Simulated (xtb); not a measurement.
**CH5FOSi2: frequency calculation**

- system: CH5FOSi2
- method: GFN1-xTB (xtb 6.7.1)

The geometry was optimised with GFN1-xTB.

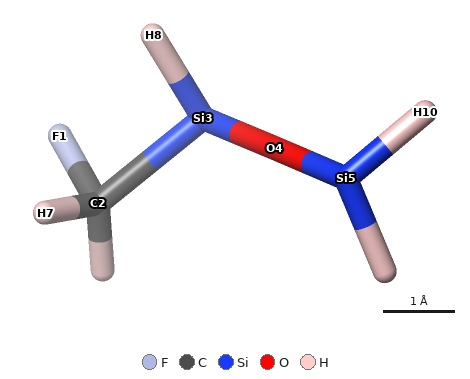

*The input geometry (stick view, seen at a tilt; atoms are numbered from 1 in the order of the input).*

Bond lengths as drawn: C–F 1.42 Å, C–H 1.09 to 1.10 Å, C–Si 1.93 Å, H–Si 1.46 to 1.47 Å and O–Si 1.64 to 1.69 Å.

**Input file (struc.xyz)**
```
10
start
F     -1.16293800    -2.39733400    -1.01269300
C     -0.38564600    -1.87156100     0.05010700
Si    -0.35486100    -0.21401100    -0.94395000
O      0.23148700     1.08887000    -0.04265600
Si     0.84672200     2.34406600     0.80933600
H      0.48542800    -2.52628000     0.14337200
H     -0.99415500    -1.98357400     0.95578600
H     -1.79645700     0.05329200    -1.00842200
H      2.23276000     2.00885400     1.13802300
H      0.89765900     3.49768800    -0.08891300
```

**File detailed.inp**
```
$chrg 0
$spin 0
$hess
   step=0.002
$end
```

Run on 1 thread of Intel Xeon @ 2.50GHz (Skylake/Cascade Lake), 189 GiB of memory available, shared host.

Launched with:
```bash
xtb struc.xyz --gfn 1 --input detailed.inp --hess -P 1 > xtb.out
```

**Output**
```
* xtb version 6.7.1
   ID    Z sym.   atoms
    1    9 F      1
    2    6 C      2
    3   14 Si     3, 5
    4    8 O      4
    5    1 H      6-10

           -------------------------------------------------
          |                Calculation Setup                |
           -------------------------------------------------

          program call               : xtb struc.xyz --gfn 1 --input detailed.inp --hess -P 1
          coordinate file            : struc.xyz
          omp threads                :                     1

           -------------------------------------------------
          |                 G F N 1 - x T B                 |
           -------------------------------------------------

      * Hamiltonian:
        H0-scaling (s, p, d)           1.850000    2.250000    2.000000
        zeta-weighting                 0.000000
      * Dispersion:
        s8                             2.400000
        a1                             0.630000
        a2                             5.000000
        s9                             0.000000
      * Repulsion:
        kExp                           1.500000
        rExp                           1.000000
      * Coulomb:
        alpha                          2.000000
        third order                    atomic
        anisotropic                    false
      * Halogen bond correction:
        rad-scale                      1.300000
        damping                        0.440000

          ...................................................
          :                      SETUP                      :
          :.................................................:
          :  # basis functions                  42          :
          :  # atomic orbitals                  40          :
          :  # shells                           22          :
          :  # electrons                        30          :
          :  # halogen bonds                     0          :
          :  max. iterations                   250          :
          :  Hamiltonian                  GFN1-xTB          :
          :  restarted?                      false          :
          :  GBSA solvation                  false          :
          :  PC potential                    false          :
          :  electronic temp.          300.0000000     K    :
          :  accuracy                    1.0000000          :
          :  -> integral cutoff          0.2500000E+02      :
          :  -> integral neglect         0.1000000E-07      :
          :  -> SCF convergence          0.1000000E-05 Eh   :
          :  -> wf. convergence          0.2000000E-04 e    :
          :  Broyden damping             0.4000000          :
          :  net charge                          0          :
          :  unpaired electrons                  0          :
          ...................................................

 iter      E             dE          RMSdq      gap      omega  full diag
   1    -18.4167161 -0.184167E+02  0.621E+00    0.56       0.0  T
   2    -18.2998249  0.116891E+00  0.466E+00    1.14       1.0  T
   3    -18.1167453  0.183080E+00  0.484E+00    2.26       1.0  T
   4    -18.3665599 -0.249815E+00  0.232E+00    0.68       1.0  T
   5    -18.4291469 -0.625870E-01  0.131E+00    0.63       1.0  T
   6    -18.4610554 -0.319085E-01  0.193E-01    0.54       1.0  T
   7    -18.4615682 -0.512876E-03  0.433E-02    0.54       1.0  T
   8    -18.4615738 -0.556402E-05  0.295E-02    0.54       1.1  T
   9    -18.4615891 -0.152685E-04  0.690E-03    0.54       4.6  T
  10    -18.4615894 -0.339110E-06  0.449E-03    0.54       7.0  T
  11    -18.4615898 -0.352991E-06  0.243E-04    0.54     130.1  T
  12    -18.4615898 -0.607528E-09  0.804E-05    0.54     393.2  T
  13    -18.4615898 -0.648441E-10  0.346E-05    0.54     915.1  T

   *** convergence criteria satisfied after 13 iterations ***

         #    Occupation            Energy/Eh            Energy/eV
      -------------------------------------------------------------
         1        2.0000           -0.8263498             -22.4861
       ...           ...                  ...                  ...
         9        2.0000           -0.5506621             -14.9843
        10        2.0000           -0.5345593             -14.5461
        11        2.0000           -0.4939659             -13.4415
        12        2.0000           -0.4770318             -12.9807
        13        2.0000           -0.4561567             -12.4127
        14        2.0000           -0.4254722             -11.5777
        15        1.9999           -0.3310369              -9.0080 (HOMO)
        16        0.0001           -0.3110986              -8.4654 (LUMO)
        17                         -0.1840697              -5.0088
        18                         -0.1709815              -4.6526
        19                         -0.1489819              -4.0540
        20                         -0.1342344              -3.6527
       ...                                ...                  ...
        40                          1.3927239              37.8979
      -------------------------------------------------------------
                  HL-Gap            0.0199383 Eh            0.5425 eV
             Fermi-level           -0.3210678 Eh           -8.7367 eV

 SCC (total)                   0 d,  0 h,  0 min,  0.030 sec
 SCC setup                      ...        0 min,  0.000 sec (  0.785%)
 Dispersion                     ...        0 min,  0.000 sec (  0.204%)
 classical contributions        ...        0 min,  0.000 sec (  0.076%)
 integral evaluation            ...        0 min,  0.007 sec ( 22.496%)
 iterations                     ...        0 min,  0.011 sec ( 35.106%)
 molecular gradient             ...        0 min,  0.012 sec ( 40.091%)
 printout                       ...        0 min,  0.000 sec (  1.132%)

         :::::::::::::::::::::::::::::::::::::::::::::::::::::
         ::                     SUMMARY                     ::
         :::::::::::::::::::::::::::::::::::::::::::::::::::::
         :: total energy             -18.367058649277 Eh    ::
         :: gradient norm              0.000023488940 Eh/a0 ::
         :: HOMO-LUMO gap              0.542549980262 eV    ::
         ::.................................................::
         :: SCC energy               -18.461589755851 Eh    ::
         :: -> electrostatic           0.041009868998 Eh    ::
         :: repulsion energy           0.097778072511 Eh    ::
         :: dispersion energy         -0.003246965937 Eh    ::
         :: halogen bond corr.         0.000000000000 Eh    ::
         :: add. restraining           0.000000000000 Eh    ::
         :: total charge              -0.000000000000 e     ::
         :::::::::::::::::::::::::::::::::::::::::::::::::::::

           -------------------------------------------------
          |                Numerical Hessian                |
           -------------------------------------------------
step length          :   0.00200
SCC accuracy         :   0.30000
Hessian scale factor :   1.00000
frozen atoms in %    :   0.00000    0
RMS gradient         :   0.00002
estimated CPU  time      0.02 min

writing file <hessian>.

 projected vibrational frequencies (cm⁻¹)
eigval :       -0.00    -0.00    -0.00    -0.00     0.00     0.00
eigval :       64.97    90.46   133.90   159.31   242.27   263.03
eigval :      347.00   499.05   553.94   599.86   648.95   683.89
eigval :      753.80   839.65   936.03   951.59  1146.33  1200.19
eigval :     1427.87  2065.42  2104.63  2107.32  2965.43  3009.15
           -------------------------------------------------
          |                Property Printout                |
           -------------------------------------------------

    * Orbital Energies and Occupations

         #    Occupation            Energy/Eh            Energy/eV
      -------------------------------------------------------------
         1        2.0000           -0.8263498             -22.4861
       ...           ...                  ...                  ...
         3        2.0000           -0.6409565             -17.4413
         4        2.0000           -0.6193536             -16.8535
         5        2.0000           -0.5718087             -15.5597
         6        2.0000           -0.5630345             -15.3209
         7        2.0000           -0.5617761             -15.2867
         8        2.0000           -0.5567765             -15.1507
         9        2.0000           -0.5506621             -14.9843
        10        2.0000           -0.5345594             -14.5461
        11        2.0000           -0.4939659             -13.4415
        12        2.0000           -0.4770318             -12.9807
        13        2.0000           -0.4561568             -12.4127
        14        2.0000           -0.4254721             -11.5777
        15        1.9999           -0.3310370              -9.0080 (HOMO)
        16        0.0001           -0.3110986              -8.4654 (LUMO)
        17                         -0.1840699              -5.0088
        18                         -0.1709815              -4.6526
        19                         -0.1489820              -4.0540
        20                         -0.1342343              -3.6527
        21                         -0.1227793              -3.3410
        22                         -0.1064713              -2.8972
        23                         -0.0904378              -2.4609
        24                         -0.0568507              -1.5470
        25                         -0.0489940              -1.3332
        26                         -0.0316482              -0.8612
       ...                                ...                  ...
        40                          1.3927238              37.8979
      -------------------------------------------------------------
                  HL-Gap            0.0199383 Eh            0.5425 eV
             Fermi-level           -0.3210678 Eh           -8.7367 eV

  Mulliken/CM5 charges         n(s)   n(p)   n(d)
     1F    -0.27085 -0.29288   1.827  5.444  0.000
     2C     0.10111  0.05255   1.058  2.841  0.000
     3Si    0.32818  0.20343   1.381  1.650  0.641
     4O    -0.37605 -0.39164   1.661  4.715  0.000
     5Si    0.32750  0.16105   1.333  1.737  0.603
     6H     0.02226  0.07842   0.978  0.000  0.000
     7H     0.03090  0.08697   0.969  0.000  0.000
     8H    -0.04860  0.04095   1.049  0.000  0.000
     9H    -0.05845  0.02932   1.058  0.000  0.000
    10H    -0.05600  0.03184   1.056  0.000  0.000

Wiberg/Mayer (AO) data.
largest (>0.10) Wiberg bond orders for each atom

 ---------------------------------------------------------------------------
     #   Z sym  total        # sym  WBO       # sym  WBO       # sym  WBO
 ---------------------------------------------------------------------------
     1   9 F    1.084 --     2 C    0.832     3 Si   0.202
     2   6 C    3.748 --     6 H    0.965     7 H    0.957     3 Si   0.878
                             1 F    0.832
     3  14 Si   3.971 --     4 O    1.146     8 H    0.891     2 C    0.878
                             5 Si   0.699     1 F    0.202
     4   8 O    2.553 --     5 Si   1.359     3 Si   1.146
     5  14 Si   4.032 --     4 O    1.359     9 H    0.909    10 H    0.909
                             3 Si   0.699
     6   1 H    1.023 --     2 C    0.965
     7   1 H    1.014 --     2 C    0.957
     8   1 H    1.019 --     3 Si   0.891
     9   1 H    1.011 --     5 Si   0.909
    10   1 H    1.008 --     5 Si   0.909
 ---------------------------------------------------------------------------

Topologies differ in total number of bonds
Writing topology from bond orders to xtbtopo.mol

 dipole moment from electron density (au)
     X       Y       Z
   0.3864   0.4323   0.7692  total (Debye):    2.448

           -------------------------------------------------
          |               Frequency Printout                |
           -------------------------------------------------
 projected vibrational frequencies (cm⁻¹)
Molecule has no symmetry elements
It seems to be the C1 point group
eigval :       -0.00    -0.00    -0.00    -0.00     0.00     0.00
eigval :       64.97    90.46   133.90   159.31   242.27   263.03
eigval :      347.00   499.05   553.94   599.86   648.95   683.89
eigval :      753.80   839.65   936.03   951.59  1146.33  1200.19
eigval :     1427.87  2065.42  2104.63  2107.32  2965.43  3009.15
 reduced masses (amu)
   1: 19.69   2: 18.87   3: 19.91   4: 23.53   5: 20.48   6: 18.22   7: 20.27   8: 15.52
   9:  7.93  10: 17.92  11: 16.62  12: 14.22  13: 10.27  14: 18.58  15:  6.41  16:  3.93
  17: 14.98  18:  5.41  19:  2.96  20:  2.28  21: 14.82  22: 14.78  23:  2.55  24:  3.52
  25:  1.82  26:  1.88  27:  1.86  28:  1.89  29:  1.66  30:  1.88
 IR intensities (km·mol⁻¹)
   1:  0.73   2:  0.43   3:  0.12   4:  0.33   5:  0.53   6:  1.63   7:  6.84   8:  0.91
   9: 25.29  10:  4.94  11: 22.92  12: 61.60  13:950.52  14:136.34  15:154.41  16:116.74
  17: 84.07  18: 38.71  19:147.58  20:389.04  21:334.35  22: 74.59  23: 14.33  24:  6.97
  25:  4.97  26:283.68  27:382.53  28:357.40  29: 24.86  30: 25.73
 Raman intensities (Ä⁴*amu⁻¹)
   1:  0.00   2:  0.00   3:  0.00   4:  0.00   5:  0.00   6:  0.00   7:  0.00   8:  0.00
   9:  0.00  10:  0.00  11:  0.00  12:  0.00  13:  0.00  14:  0.00  15:  0.00  16:  0.00
  17:  0.00  18:  0.00  19:  0.00  20:  0.00  21:  0.00  22:  0.00  23:  0.00  24:  0.00
  25:  0.00  26:  0.00  27:  0.00  28:  0.00  29:  0.00  30:  0.00
 output can be read by thermo (or use thermo option).
 writing <g98.out> molden fake output.
 recommended (thermochemical) frequency scaling factor: 1.0
           -------------------------------------------------
          |             Thermodynamic Functions             |
           -------------------------------------------------

c1  symmetry found (for desy threshold:  0.10E+00) used in thermo

          ...................................................
          :                      SETUP                      :
          :.................................................:
          :  # frequencies                          24      :
          :  # imaginary freq.                       0      :
          :  linear?                             false      :
          :  only rotor calc.                    false      :
          :  symmetry                               c1      :
          :  rotational number                       1      :
          :  scaling factor                  1.0000000      :
          :  rotor cutoff                   50.0000000 cm⁻¹ :
          :  imag. cutoff                  -20.0000000 cm⁻¹ :
          :.................................................:

    mode    ω/cm⁻¹     T·S(HO)/kcal·mol⁻¹    T·S(FR)/kcal·mol⁻¹   T·S(vib)
   ------------------------------------------------------------------------
       1     64.97    -1.28209 ( 74.03%)    -0.97871 ( 25.97%)    -1.20332
       2     90.46    -1.08829 ( 91.46%)    -0.88075 (  8.54%)    -1.07057
       3    133.90    -0.86141 ( 98.09%)    -0.76460 (  1.91%)    -0.85957
       4    159.31    -0.76267 ( 99.04%)    -0.71316 (  0.96%)    -0.76219
       5    242.27    -0.53254 ( 99.82%)    -0.58901 (  0.18%)    -0.53265
       6    263.03    -0.48944 ( 99.87%)    -0.56466 (  0.13%)    -0.48954
   ------------------------------------------------------------------------

   temp. (K)  partition function   enthalpy   heat capacity  entropy
                                   cal/mol     cal/K/mol   cal/K/mol   J/K/mol
 298.15  VIB   149.                 3332.219     20.450     20.792
         ROT  0.209E+06              888.752      2.981     27.324
         INT  0.311E+08             4220.971     23.431     48.116
         TR   0.109E+28             1481.254      4.968     39.935
         TOT                        5702.2252    28.3991    88.0509   368.4051

       T/K    H(0)-H(T)+PV         H(T)/Eh          T*S/Eh         G(T)/Eh
   ------------------------------------------------------------------------
    298.15    0.908707E-02    0.632939E-01    0.418358E-01    0.214580E-01
   ------------------------------------------------------------------------

         :::::::::::::::::::::::::::::::::::::::::::::::::::::
         ::                  THERMODYNAMIC                  ::
         :::::::::::::::::::::::::::::::::::::::::::::::::::::
         :: total free energy         -18.345600618770 Eh   ::
         ::.................................................::
         :: total energy              -18.367058649297 Eh   ::
         :: zero point energy           0.054206798179 Eh   ::
         :: G(RRHO) w/o ZPVE           -0.032748767652 Eh   ::
         :: G(RRHO) contrib.            0.021458030527 Eh   ::
         :::::::::::::::::::::::::::::::::::::::::::::::::::::

           -------------------------------------------------
          | TOTAL ENERGY              -18.367058649297 Eh   |
          | TOTAL ENTHALPY            -18.303764776823 Eh   |
          | TOTAL FREE ENERGY         -18.345600618770 Eh   |
          | GRADIENT NORM               0.000023356166 Eh/α |
          | HOMO-LUMO GAP               0.542549326604 eV   |
           -------------------------------------------------

------------------------------------------------------------------------
------------------------------------------------------------------------
 total:
 *  cpu-time:     0 d,  0 h,  0 min,  1.464 sec
 * ratio c/w:     0.992 speedup
 SCF:
 *  cpu-time:     0 d,  0 h,  0 min,  0.028 sec
 * ratio c/w:     0.783 speedup
 analytical hessian:
 *  cpu-time:     0 d,  0 h,  0 min,  1.416 sec
 * ratio c/w:     0.998 speedup
```

**Standard error**
```
normal termination of xtb
```

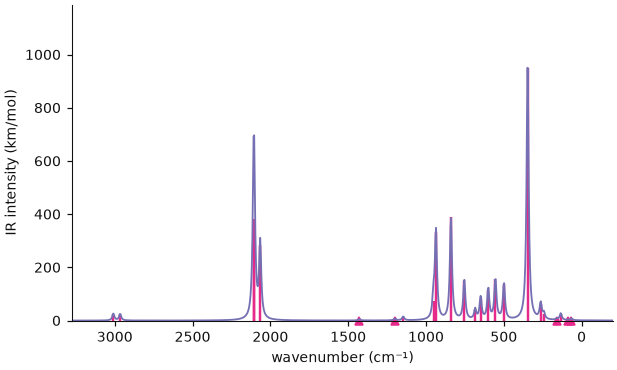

*Harmonic infrared spectrum, unscaled: sticks (degenerate modes added up, dark ones marked on the axis) with a Lorentzian envelope of 16 cm⁻¹ full width, scaled to the tallest stick.*

24 modes from 65 to 3009 cm⁻¹, none imaginary. The strongest line is at 347 cm⁻¹ (951 km/mol).

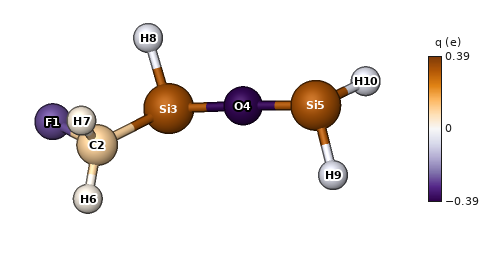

*Mulliken charges, as the colour of each atom (ball-and-stick view, seen at a tilt; atoms are numbered from 1 in the order of the input).*

By element: F −0.27, C +0.10, Si +0.33, O −0.38 and H −0.06 to +0.03 e.

**Summary**

| quantity | value |
| --- | --- |
| outcome | converged |
| electrons treated | 30 |
| total energy | −18.367059 hartree |
| dispersion energy | −0.003247 hartree |
| basis functions | 42 |
| HOMO | −9.01 eV |
| LUMO | −8.47 eV |
| zero-point energy | 0.054207 hartree |
| dipole moment | 2.45 D |
| wavenumbers, lowest and highest | 65 and 3009 cm⁻¹ |
| wall time | 1.5 s |
| peak memory | 0.072 GiB |

Settings chosen away from the usual ones: method = gfn1-xtb; task = frequencies; x = {"hess_step": 0.002}; geo = {"prev": "A"}.
